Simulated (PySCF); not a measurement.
# C₄H₃BBrP: geometry, electronic excitations

What electronic excitations should C₄H₃BBrP (`C#CC#CB(P)Br`) show?

Computed with PySCF 2.14.0, with density-fitted response routines of our own, on a single molecule in the gas phase. Atoms count from 0, in the outputs and in this text.

## Step 1: Starting geometry

10 atoms, charge 0, multiplicity 1; geometry from: GFN2-xTB. The atoms were then displaced at random by about 0.01 Å, so the start is not that level's minimum.

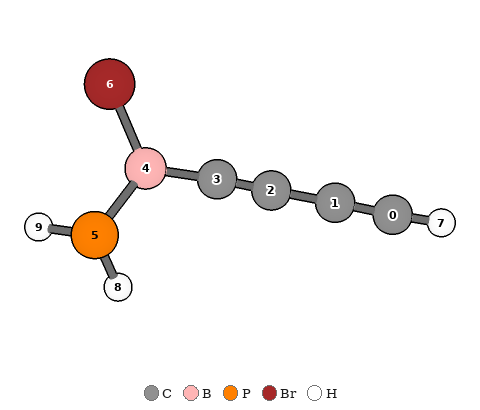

The starting geometry (carbon grey, boron pink, phosphorus orange, bromine red, hydrogen white), atoms numbered.

## Step 2: Relaxing the molecule at PBE0-D3(BJ)/def2-SVP

The job: settings as JSON, then the geometry in Å.

```
{"job": {"xc": "PBE0", "basis": "def2-SVP", "d3": "d3bj", "grid": 1, "shake": 0.01, "kind": "geom"}, "charge": 0, "multiplicity": 1}
C      3.716680     0.059210    -0.336470
C      2.492380     0.190570    -0.253380
C      1.134190     0.313120    -0.158800
C     -0.022650     0.429310    -0.057310
B     -1.540480     0.508640     0.035580
P     -2.587710    -1.044450     0.301000
Br    -2.380010     2.200580     0.111500
H      4.753400    -0.005780    -0.420210
H     -1.907540    -1.904440    -0.520190
H     -3.607830    -0.767700    -0.575600
```

The run is started by

```console
$ OMP_NUM_THREADS=1 python probes_run.py task.json out
```

This one command runs all jobs of the session in turn.

Output:

```text
step   0  E = -3093.30404678  max force = 0.144560
step   1  E = -3093.31517961  max force = 0.018192
step   2  E = -3093.31563495  max force = 0.003750
step   3  E = -3093.31584029  max force = 0.004288
step   4  E = -3093.31587752  max force = 0.002650
step   5  E = -3093.31589324  max force = 0.000222
step   6  E = -3093.31589395  max force = 0.000574
step   7  E = -3093.31589376  max force = 0.000338
optimisation converged
```

Wall time 68 s (1 thread of Arm Neoverse V1, shared host); peak memory 0.67 GiB.

Relaxation path:

```
step  energy from step 0 (eV)  largest force component (eV/Å)
   0                   0.0000                          7.4336
   1                  -0.3029                          0.9355
   2                  -0.3153                          0.1928
   3                  -0.3209                          0.2205
   4                  -0.3219                          0.1363
   5                  -0.3224                          0.0114
   6                  -0.3224                          0.0295
   7                  -0.3224                          0.0174
```

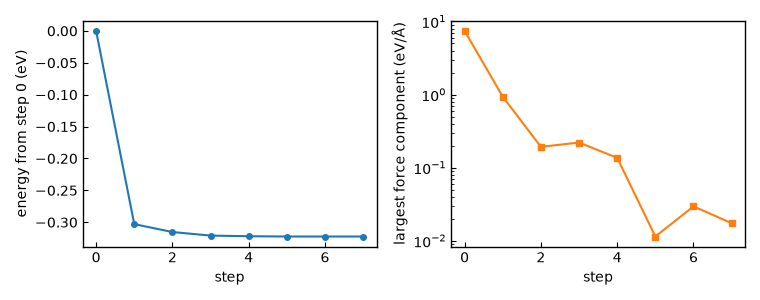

Energy and largest force along the relaxation.

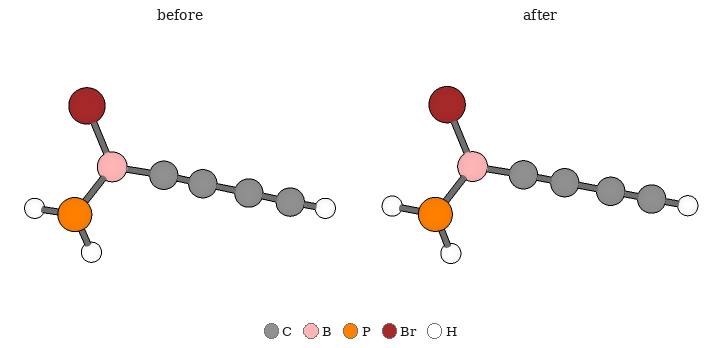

The geometry before (left) and after (right).

Close pairs (by a distance rule), those that changed most:

```
  bond  before (Å)  after (Å)  change (Å)
 C2–C3       1.167      1.228      +0.061
 P5–H8       1.370      1.422      +0.052
 P5–H9       1.373      1.421      +0.048
 C0–H7       1.042      1.075      +0.033
B4–Br6       1.890      1.917      +0.027
 C3–B4       1.523      1.505      -0.018
 C0–C1       1.234      1.218      -0.016
 B4–P5       1.892      1.899      +0.007
```

The next job starts from the end point, and lists it.

```
                         at the end point                value
  point group (found at 0.08 Å tolerance)                   C1
rotational constants (GHz, main isotopes)  1.975, 0.631, 0.479
                        dipole moment (D)                 1.94
```

## Step 3: TDDFT and polarisability: PBE0/aug-cc-pVDZ

The job: settings as JSON, then the geometry in Å.

```
{"job": {"kind": "uv", "xc": "PBE0", "basis": "aug-cc-pVDZ"}, "charge": 0, "multiplicity": 1}
C      3.742465     0.123439    -0.360291
C      2.531730     0.213281    -0.264259
C      1.174452     0.312375    -0.155832
C     -0.046404     0.405650    -0.057165
B     -1.546131     0.481709     0.045617
P     -2.589843    -1.079794     0.324537
Br    -2.387291     2.203457     0.098576
H      4.811453     0.047121    -0.444732
H     -1.928206    -1.963946    -0.571816
H     -3.712114    -0.764377    -0.488611
```

Level: TDDFT PBE0/aug-cc-pVDZ, vertical, gas phase, core orbitals frozen in the response.

Output:

```text
coarse grid: 47064 points
cycle   1  E = -3093.8231969232  dE = -9.720e-02  |g| = 2.811e-01  |ddm| = 3.893e+01
cycle   2  E = -3093.8214507402  dE =  1.746e-03  |g| = 2.977e-01  |ddm| = 4.670e+00
cycle   3  E = -3093.8403444785  dE = -1.889e-02  |g| = 1.531e-01  |ddm| = 1.551e+00
cycle   4  E = -3093.8468826051  dE = -6.538e-03  |g| = 3.684e-02  |ddm| = 6.031e-01
cycle   5  E = -3093.8472862566  dE = -4.037e-04  |g| = 1.103e-02  |ddm| = 2.032e-01
cycle   6  E = -3093.8473269381  dE = -4.068e-05  |g| = 2.266e-03  |ddm| = 7.428e-02
cycle   7  E = -3093.8473282076  dE = -1.270e-06  |g| = 1.385e-03  |ddm| = 3.103e-02
final grid: 97160 points
cycle   8  E = -3093.8473508246  dE =  2.183e-06  |g| = 3.210e-03  |ddm| = 2.465e-02
cycle   9  E = -3093.8473377731  dE =  1.305e-05  |g| = 7.732e-03  |ddm| = 5.674e-02
cycle  10  E = -3093.8473535420  dE = -1.577e-05  |g| = 1.575e-04  |ddm| = 3.989e-02
cycle  11  E = -3093.8473535498  dE = -7.829e-09  |g| = 1.648e-05  |ddm| = 6.948e-04
cycle  12  E = -3093.8473535499  dE = -5.093e-11  |g| = 1.019e-05  |ddm| = 9.726e-05
converged SCF energy = -3093.8473535499

Static polarisability (au): isotropic 129.901, principal 71.986 108.351 209.365

Singlet excitations
state   eV       nm        f      main configurations
  1   3.2750    378.6   0.00734   H->L 0.62, H-1->L 0.34
  2   3.8646    320.8   0.09049   H-1->L 0.57, H->L 0.30
  3   4.1161    301.2   0.05077   H-2->L 0.72, H->L+1 0.11, H-1->L+1 0.08
  4   4.6280    267.9   0.06409   H-3->L 0.87
  5   4.7564    260.7   0.01045   H-2->L+1 0.41, H-1->L+1 0.29, H->L+1 0.26
  6   5.3372    232.3   0.09807   H-2->L+1 0.49, H->L+1 0.41
  7   5.5833    222.1   0.18389   H-4->L 0.68, H-5->L 0.09
  8   5.8626    211.5   0.26564   H-5->L 0.53, H-1->L+3 0.10
  9   5.9781    207.4   0.40399   H-1->L+1 0.18, H-4->L 0.17, H->L+2 0.16
 10   6.0932    203.5   0.00957   H-3->L+1 0.77, H->L+2 0.13

Triplet excitations (Tamm-Dancoff, eV): 2.8662 3.0566 3.4011 3.7314
```

Wall time 34 s (1 thread of Arm Neoverse V1, shared host); peak memory 0.87 GiB.

The orbitals next to the gap, with their largest atomic shares:

```
orbital     eV                       atoms
 HOMO−3  -8.53  Br6 66 %, P5 16 %, B4 10 %
 HOMO−2  -8.04  Br6 27 %, C3 18 %, C0 17 %
 HOMO−1  -7.81   C3 20 %, C0 19 %, C2 16 %
   HOMO  -7.45   P5 41 %, C3 11 %, C0 10 %
   LUMO  -2.84   B4 26 %, C3 18 %, C2 14 %
 LUMO+1  -1.44   C0 22 %, C3 21 %, C2 17 %
 LUMO+2  -0.23   H8 27 %, H9 18 %, B4 13 %
```

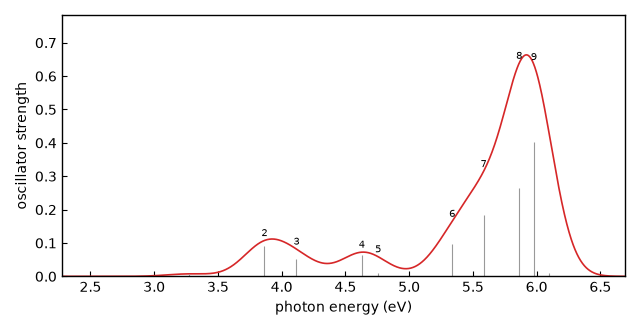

Absorption spectrum from the 10 singlet states computed; above the last one it falls off for lack of states. Lines are broadened to a width of 0.40 eV (Gaussian).

Ground-state properties from the same run:

```
           property  computed
  dipole moment (D)      1.97
polarisability (Å³)     19.25
 HOMO–LUMO gap (eV)      4.61
      −ε(HOMO) (eV)      7.45
```

## Step 4: What came out

| quantity | value |
| --- | --- |
| point group | C1 |
| rotational constants (main isotopes) | 1.97, 0.63, 0.48 GHz |
| lowest singlet (PBE0/aug-cc-pVDZ) | 3.27 eV (379 nm), f = 0.007 |
| brightest single state of those computed | state 9, 5.98 eV, f = 0.404 |
| lowest triplet | 2.87 eV |

What this shows: The optimisation took 7 steps and gained 0.322 eV; among the close pairs (by a distance rule), C2–C3 changed most, from 1.167 to 1.228 Å. No frequency check was run at this level, so the end point may be a saddle. The lowest singlet, at 3.27 eV, is HOMO→LUMO 0.62, HOMO−1→LUMO 0.34 and is weak; of the 10 states computed, the strongest absorption comes from state 9 at 5.98 eV. The lowest triplet lies 0.41 eV below the lowest singlet (triplets in Tamm-Dancoff, singlets in full TDDFT).
